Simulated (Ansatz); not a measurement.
Cl₂H₅NOZr

Input

```
crystal:
  periodic: [false, false, false]
  atoms:
    - { symbol: Zr, position_ang: [-0.039999, 0.42191, -0.533555] }
    - { symbol: "N", position_ang: [0.361345, -0.051096, 2.804657] }
    - { symbol: H, position_ang: [-0.42901, -0.318225, 3.388443] }
    - { symbol: H, position_ang: [1.195442, -0.073602, 3.387717] }
    - { symbol: O, position_ang: [1.743498, -0.135585, -0.781027] }
    - { symbol: H, position_ang: [2.576048, -0.565522, -0.984669] }
    - { symbol: Cl, position_ang: [-0.634972, 1.712629, -2.39339] }
    - { symbol: Cl, position_ang: [-1.668339, -1.256128, -0.24373] }
    - { symbol: H, position_ang: [-0.045379, 1.68437, 0.820707] }
    - { symbol: H, position_ang: [0.209464, 0.934948, 2.513946] }
basis:
  gaussian: { orbitals: def2-SVP }
hamiltonian:
  xc: pbe0
relax:
  f_tol: 0.03
  max_steps: 50
output:
  orbitals: {}
```

Run with:

```sh
ansatz run input.yaml --threads 4 --pin off --max-ram 5120MiB --backend cpu --events-out ev --progress --plain --runs-dir out
```

The fields are those of the run's last geometry, not of the input's.

Core potentials replace the inner electrons of Zr.

Level of theory: RKS PBE0/def2-SVP (Ansatz).

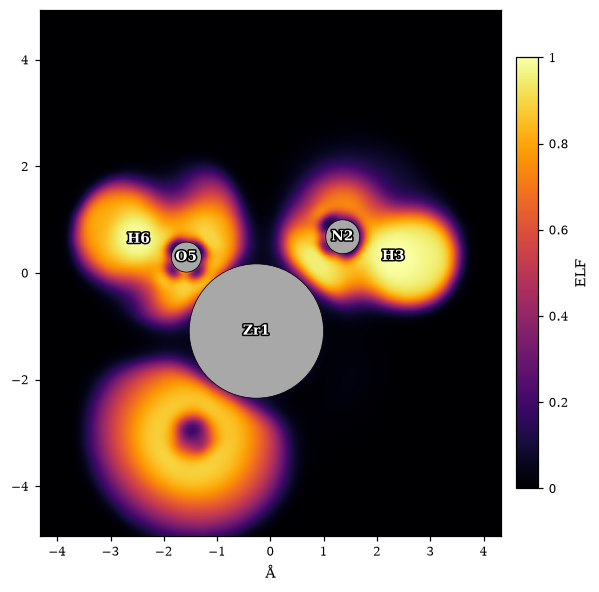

Figure 1. Electron localisation function on the plane of atoms N2, Zr1 and O5. Grey discs cover the atomic cores.

Interpret the plot.

- Atoms in the plane: Zr, N, H and O.
- Zr–O (1.91 Å): the ELF peaks at about 0.80 in the valence shell of O, 0.6 Å from its nucleus, and drops to about 0.25 between the two atoms.
- Zr–N (2.40 Å): the ELF peaks at about 0.95 in the valence shell of N, 0.8 Å from its nucleus, and is about 0.20 at the midpoint.
- O–H (0.96 Å): the ELF climbs to about 1 towards the hydrogen, as it does in any bond to H: a covalent bond by its length.
- N–H (1.02 Å): the ELF climbs to about 1 towards the hydrogen: an ordinary covalent bond to hydrogen.

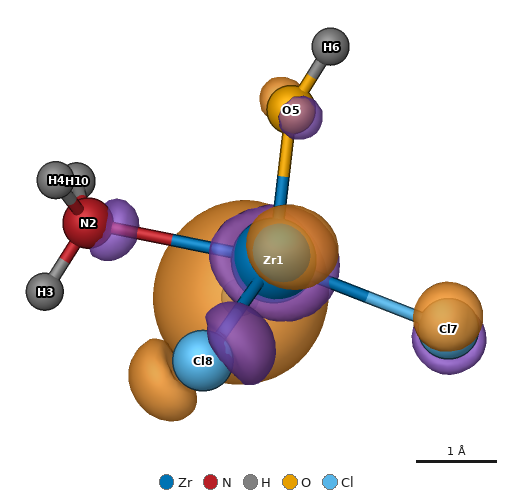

Figure 2. The HOMO at ±0.15 Å⁻³ᐟ² (orange and purple are the two phases), seen across its widest extent.

Where does this orbital lie, and at what energy?

It lies mainly on H9 (about 45 %), Zr1 (about 35 %), Cl8 (about 10 %) and Cl7 (about 5 %). Its energy is −7.64 eV.

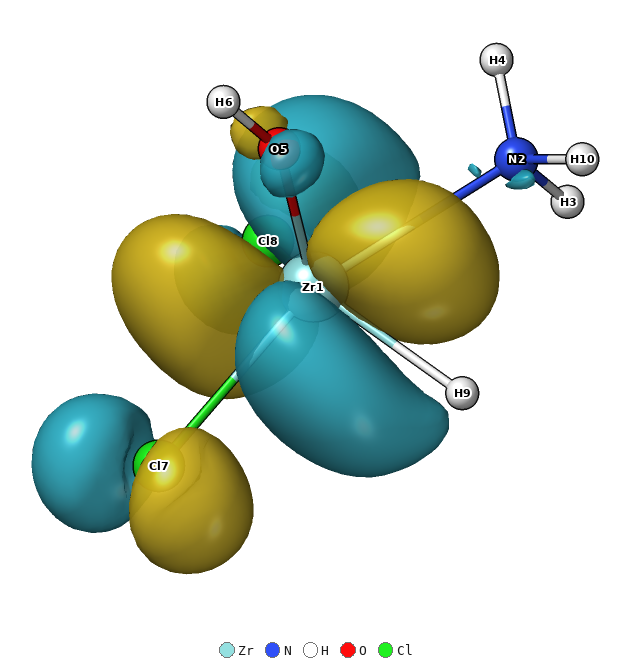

Figure 3. The LUMO at ±0.1 Å⁻³ᐟ² (yellow and cyan are the two phases), seen at an oblique angle.

Where does this orbital lie, and at what energy?

Its weight (Hirshfeld) is mainly on Zr1 (about 70 %), Cl7 (about 10 %) and Cl8 (about 5 %). Its energy is −1.16 eV.
